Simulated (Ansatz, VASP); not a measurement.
## Hf5C6 (HfC(111), C ends) in two plane-wave programs

Wanted: the spread between two codes on one cell, functional and k mesh.

Program: Ansatz 0.2.0. Level of theory: plane waves, with VASP 6.6.1 beside it; single point at PBEsol. Results are calculated unless marked as measured.

## Step 1: Set-up

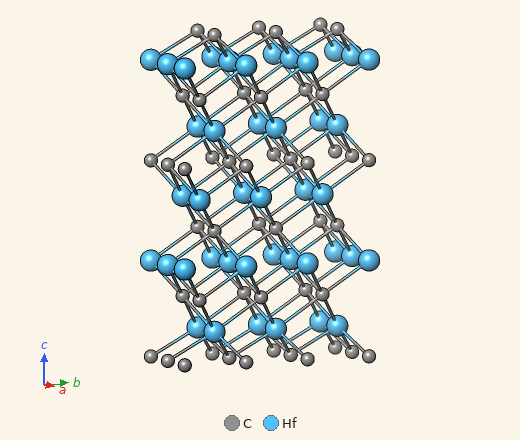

Start, viewed from the side, with the c axis up; carbon grey, hafnium blue. 2×3×1 cells are drawn. Bonds to atoms that aren't drawn are left out. Some periodic images of atoms are drawn too.

The cell holds 11 atoms: 6 C and 5 Hf. Its edges and angles: a = 3.274 Å, b = 3.274 Å, c = 29.366 Å, α = 90.0°, β = 90.0°, γ = 120.0°. It derives from HfC. Vacuum lies along c.

## Step 2: Ansatz: single point, PBEsol

Ansatz runs on its default PAW (the set named soft_2) files.

With cell and atoms fixed, the geometry can't cause a difference; cores, projectors, grids and the points listed under the comparison can.

Contents of input.yaml:

```yaml
crystal:
  lattice:
    - [3.273904397, 0.0, 0.0]
    - [-1.636952198, 2.835284377, 0.0]
    - [0.0, 0.0, 29.365658732]
  atoms:
    - { symbol: C, position: [0.0, 0.0, 0.2798137977] }
    - { symbol: C, position: [0.666666667, 0.333333333, 0.3644369081] }
    - { symbol: C, position: [0.333333333, 0.666666667, 0.4546417266] }
    - { symbol: C, position: [0.0, 0.0, 0.5453582734] }
    - { symbol: C, position: [0.666666667, 0.333333333, 0.6355630919] }
    - { symbol: C, position: [0.333333333, 0.666666667, 0.7201862023] }
    - { symbol: Hf, position: [0.333333333, 0.666666667, 0.3184814057] }
    - { symbol: Hf, position: [0.0, 0.0, 0.4095926207] }
    - { symbol: Hf, position: [0.666666667, 0.333333333, 0.5] }
    - { symbol: Hf, position: [0.333333333, 0.666666667, 0.5904073793] }
    - { symbol: Hf, position: [0.0, 0.0, 0.6815185943] }
hamiltonian:
  xc: pbesol
  pseudopotentials: { kind: paw }
kpoints:
  mp_grid: { grid: [12, 12, 1] }
scf:
  occupations: { method: methfessel_paxton, width: 0.1 }
  n_extra_bands: 6
efield:
  axis: 3
  dipole_correction: true
  ramp_width: 0.04
output:
  forces: true
  eigenvalues: true
  write_density: true
  write_potential: true
  elf: true
  volumetric_format: npy
```

Launch:

```bash
$ ansatz run input.yaml --threads 4 --pin off --max-ram 18432MiB --backend cpu --events-out ev --progress --plain --runs-dir out
```

Numbers of over 12 decimals in the logs are rounded to 6 here.

What it wrote:

```text
scf.n_extra_bands = 6 over 77 filled bands (N_el = 154.0): the run solves 83 bands
Engine: ansatz 0.2.0, aarch64-unknown-linux-gnu
Pseudopotentials: kind: paw
Pseudopotential: C, paw, valence charge 4, recommended cutoff 420 eV (normal), C.paw.azcp
Pseudopotential: Hf, paw, valence charge 26, recommended cutoff 420 eV (normal), Hf.paw.azcp
Functional definition: PBEsol
  exchange = pbesol_x
  correlation = pbesol_c
Crystal: 11 atoms, lattice volume = 272.585 Å³
Basis set: ecut = 420 eV, 5415 PW (Γ), exchange–correlation on 48×48×400 points (8 copies of the dense FFT grid, shifted against one another)
Bands: 83, of which v1, the nominal top of the filled ones, is band 77 counted from 1 (76 counted from 0)
Symmetry: 6 space group operations
k-points: 19 of 144 (time reversal used)
Non-local potential: C, projectors of the file, l = 0: 2, l = 1: 2, l = 2: 1
Non-local potential: Hf, projectors of the file, l = 0: 3, l = 1: 2, l = 2: 2, l = 3: 3
PAW form: soft (Blöchl's): semilocal exchange-correlation on the pseudo side does not see the compensation charge
PAW frozen core: C, regenerated for the run's functional, and the local potential with it (the file was generated under x = pbe(κ = 0.804, μ = 0.219515), c = pbe(β = 0.066725))
PAW frozen core: Hf, regenerated for the run's functional, and the local potential with it (the file was generated under x = pbe(κ = 0.804, μ = 0.219515), c = pbe(β = 0.066725))
PAW one-centre angular grid: C, 110 points (default); XC on 64 Gauss nodes
PAW one-centre angular grid: Hf, 590 points (default); XC on 64 Gauss nodes
Initial density: superposition of atomic densities (neutral atoms: chi_scale 0, normalization atom), corrected by the library's trained network
Initial wavefunctions: pseudopotential atomic-orbital guess
Functional: x = pbesol(κ = 0.804, μ = 0.123457), c = pbesol(β = 0.046)
SCF iter   1: F=—  HF=-79471.542835 eV  |F-HF|=—  |Δ(HF+E_count)|=         —  Δρ=1.02e-2  dr2=2.06e0  ethr=1.77e-3  p=0.000 e·Å  D=1.58e-13 V/Å  ΔV_dip=-0.00 eV  dr2_dipole=2.03e-6  V_vac-E_F(+/−)=6.82/6.82 eV  ⟨swp⟩=7.2  Hψ=6898  notcnv=0
efield: sawtooth ramp at fractional position 0.9800 (placed from the atoms, in the widest stretch of the axis that holds none; the zero of the levels goes with the place), width 0.0400; the density the first Hamiltonian is built on has a dipole p = 0.000 e·Å; the dipole correction subtracts the counter field D = 1.58e-13 V/Å, which shifts the + side's vacuum level by -0.00 eV against the − side's; the planar-averaged density in the ramp window peaks in size at 2.4e-5 e/Å³
preconditioner: auto → LDOS  [metal: Δε(μ)=0.031 eV  Ē_g=14.465 eV  σ=0.100 eV  W_gap=0.25  n_scr=88 (ndim 8)  ℏωp=27.0 eV  f_vac=0.483  D(μ)=10.24/eV (n_scr^D=102)  β→1.0]
SCF iter   2: F=—  HF=-79471.468682 eV  |F-HF|=—  |Δ(HF+E_count)|=   7.42e-2  S|Δr|=    0.00e0  Δρ=5.04e-3  dr2=1.55e-1  ethr=1.33e-3  p=-0.000 e·Å  D=-1.19e-5 V/Å  ΔV_dip=0.00 eV  dr2_dipole=2.55e-6  V_vac-E_F(+/−)=6.78/6.78 eV  ⟨swp⟩=2.1  Hψ=2190  notcnv=0  defer=5
SCF iter   3: F=—  HF=-79471.454905 eV  |F-HF|=—  |Δ(HF+E_count)|=   1.38e-2  S|Δr|=    0.00e0  Δρ=2.06e-3  dr2=4.98e-2  ethr=1.01e-4  p=-0.000 e·Å  D=-2.80e-6 V/Å  ΔV_dip=0.00 eV  dr2_dipole=2.67e-7  V_vac-E_F(+/−)=6.79/6.79 eV  ⟨swp⟩=2.1  Hψ=2295  notcnv=0  defer=5
SCF iter   4: F=—  HF=-79471.451684 eV  |F-HF|=—  |Δ(HF+E_count)|=   3.22e-3  S|Δr|=    0.00e0  Δρ=1.19e-3  dr2=1.08e-2  ethr=3.24e-5  p=0.000 e·Å  D=3.97e-8 V/Å  ΔV_dip=-0.00 eV  dr2_dipole=2.49e-8  V_vac-E_F(+/−)=6.84/6.84 eV  ⟨swp⟩=2.1  Hψ=2316  notcnv=0  defer=5
SCF iter   5: F=—  HF=-79471.450299 eV  |F-HF|=—  |Δ(HF+E_count)|=   1.39e-3  S|Δr|=    0.00e0  Δρ=5.04e-4  dr2=2.45e-3  ethr=6.98e-6  p=0.000 e·Å  D=1.14e-6 V/Å  ΔV_dip=-0.00 eV  dr2_dipole=2.53e-10  V_vac-E_F(+/−)=6.85/6.85 eV  ⟨swp⟩=2.2  Hψ=2390  notcnv=0  defer=5
SCF iter   6: F=—  HF=-79471.449930 eV  |F-HF|=—  |Δ(HF+E_count)|=   3.69e-4  S|Δr|=    0.00e0  Δρ=2.85e-4  dr2=5.31e-4  ethr=1.59e-6  p=0.000 e·Å  D=1.18e-6 V/Å  ΔV_dip=-0.00 eV  dr2_dipole=4.91e-9  V_vac-E_F(+/−)=6.86/6.86 eV  ⟨swp⟩=2.3  Hψ=2329  notcnv=0  defer=5
SCF iter   7: F=—  HF=-79471.449886 eV  |F-HF|=—  |Δ(HF+E_count)|=   4.36e-5  S|Δr|=    0.00e0  Δρ=1.85e-4  dr2=1.76e-4  ethr=3.45e-7  p=0.000 e·Å  D=8.19e-7 V/Å  ΔV_dip=-0.00 eV  dr2_dipole=1.68e-9  V_vac-E_F(+/−)=6.87/6.87 eV  ⟨swp⟩=2.2  Hψ=2379  notcnv=0  defer=5
SCF iter   8: F=—  HF=-79471.449884 eV  |F-HF|=—  |Δ(HF+E_count)|=   1.83e-6  S|Δr|=    0.00e0  Δρ=1.00e-4  dr2=4.21e-5  ethr=1.14e-7  p=0.000 e·Å  D=2.50e-7 V/Å  ΔV_dip=-0.00 eV  dr2_dipole=2.27e-9  V_vac-E_F(+/−)=6.87/6.87 eV  ⟨swp⟩=2.1  Hψ=2015  notcnv=0  defer=5
SCF iter   9: F=—  HF=-79471.449553 eV  |F-HF|=—  |Δ(HF+E_count)|=   3.31e-4  S|Δr|=    0.00e0  Δρ=4.65e-5  dr2=1.27e-5  ethr=2.74e-8  p=-0.000 e·Å  D=-9.36e-8 V/Å  ΔV_dip=0.00 eV  dr2_dipole=3.48e-9  V_vac-E_F(+/−)=6.87/6.87 eV  ⟨swp⟩=2.2  Hψ=2704  notcnv=0  defer=5
SCF iter  10: F=—  HF=-79471.449553 eV  |F-HF|=—  |Δ(HF+E_count)|=   1.41e-7  S|Δr|=    0.00e0  Δρ=1.77e-5  dr2=9.92e-7  ethr=8.22e-9  p=-0.000 e·Å  D=-1.19e-7 V/Å  ΔV_dip=0.00 eV  dr2_dipole=5.04e-11  V_vac-E_F(+/−)=6.87/6.87 eV  ⟨swp⟩=2.3  Hψ=2786  notcnv=0  defer=5
SCF iter  11: F=-79471.449554 eV  HF=-79471.449554 eV  |F-HF|=4.75e-8  |Δ(HF+E_count)|=   6.42e-7  S|Δr|=    0.00e0  Δρ=5.39e-6  dr2=8.92e-8  ethr=1.00e-12  p=-0.000 e·Å  D=-8.73e-8 V/Å  ΔV_dip=0.00 eV  dr2_dipole=7.02e-10  V_vac-E_F(+/−)=6.86/6.86 eV  ⟨swp⟩=8.3  Hψ=29435  notcnv=0
SCF 1 converged in 11 iterations: F = -79471.449554 eV  dr2 = 8.92e-8
  Residual-converged pass: ⟨swp⟩=4.6  Hψ=2634  notcnv=0  max |occ|·‖R‖ = 7.1e-9 eV (tolerance 1.0e-8 eV)  dr2=8.92e-8  dr2_onsite=4.24e-8  max |Δocc| = 3.2e-13
  greatest PAW one-centre occupation: 0.998 electrons in one spin orbital (limit 2), on the Hf atom at site 6 (counted from 0), in its partial waves of l = 3
WARN: The output density's exchange-correlation potential varies sharply where the density is thin. Do not read a vacuum level from v_tot or v_xc, or from such a field of the output density. On a cell that repeats whose density bears no net charge and no dipole along the vacuum's axis use v_es (v_loc + v_h of the components); under efield.dipole_correction with no amplitude use v_es + v_field, which holds any externa [...]
SCF converged after 11 iterations
Stability not checked: this state was not tested for a lower state beside it, because cold or Methfessel-Paxton smearing, or corrected tetrahedra, fill the levels in a way that the test cannot read (fill_not_monotonic; see scf.lower_state_search)
Free energy (F): -79471.449554 eV
Harris-Foulkes:  -79471.449554 eV  (|F-HF|=4.75e-8)
Internal energy: -79471.438563 eV  (E = F + TS)
E sigma→0 (E₀):  -79471.446806 eV
Entropy (-TS):   -0.010990 eV (-0.999 meV/atom)
Fermi energy:    5.902098 eV
Dipole field:    D = 0.000030 V/Å  (p = 0.000046 e·Å, saw-weighted, corrected)
Work function:   Φ+ = 6.8648 eV   Φ− = 6.8657 eV
Levels:          The Fermi level and band energies are counted from a zero that moves with the ramp; work functions are not
--- Per-component energies (eV) ---
  E_band       = -1552.464515
  E_kinetic    = 2638.657041
  E_local      = -355099.337764  (includes V_loc(G=0)·N_el)
  E_nonlocal   = -6025.962715
  E_hartree    = 175782.587664
  E_xc         = -1774.705854
  E_vxc        = -1686.021103  (∫ρ·V_xc dr)
  E_paw        = -34607.751697  (= ΣΔE_a)
  E_vpaw       = 7054.951765  (= ΣTr[D̂ρ^β])
  E_aug_tail   = 0.000030  (compensation charges beyond the density's cutoff)
  E_efield     = 0.000000  (sawtooth field / dipole correction)
  E_vefield    = 0.000000  (∫n·V_field dr)
  E_ewald      = 139608.692671
  E_core_change = 6.382061  (= ΣΔE_core)
  E_smearing   = -0.010990  (= −TS)
  E_closure    = -0.000000  (closes the sum)
  Σ components = -79471.449554   (vs F -79471.449554, Δ=0.00e0)
--- Forces (eV/Å), atoms counted from 1 ---
  atom   1  C      0.00000000    -0.00000000     0.12876746
  atom   2  C      0.00000000    -0.00000000    -0.02752408
  atom   3  C      0.00000000    -0.00000000    -0.01374529
  atom   4  C     -0.00000000     0.00000000     0.01374633
  atom   5  C     -0.00000000     0.00000000     0.02752416
  atom   6  C     -0.00000000     0.00000000    -0.12875378
  atom   7  Hf     0.00000000    -0.00000000    -0.03175051
  atom   8  Hf     0.00000000    -0.00000000    -0.00545139
  atom   9  Hf     0.00000000    -0.00000000    -0.00000026
  atom  10  Hf    -0.00000000     0.00000000     0.00544718
  atom  11  Hf    -0.00000000     0.00000000     0.03173176
  max |Σ_I F_I| component: 8.43e-6 eV/Å
--- Band table (eV; the first three rows and the last of 19) ---
  k-point 0: bands = [... 73 lower, 5.5728, 6.1591, 6.1591, 6.7709, 7.0641, 7.0641, 7.5009, 7.5009, ... 2 higher]
  k-point 1: bands = [... 73 lower, 5.3534, 5.6736, 6.0848, 6.3067, 6.4537, 6.9421, 7.4469, 7.8512, ... 2 higher]
  k-point 2: bands = [... 73 lower, 4.8063, 4.9805, 5.8749, 5.9986, 6.0097, 6.3711, 7.0808, 7.9849, ... 2 higher]
  k-point 18: bands = [... 73 lower, 3.7523, 3.7745, 5.4153, 5.4153, 5.9310, 5.9310, 8.8784, 8.8877, ... 2 higher]
```

Wall time 44 s (4 threads of Arm Neoverse V1, shared host); peak memory 0.9 GiB.

(Continued in part 2 of 2.)

[Lines on the potential files, build, host, timing and source positions are cut from VASP's logs without a mark.]

[Logs are printed without paths, hosts, clocks, repeated set-up lines and the standing remarks that a program may print on its own settings, such as how far it seeks lower states.]

[Hosts, paths, dates, database ids (printed as entryN), source tags and the programs' standing remarks are cut or masked in the printed files.]
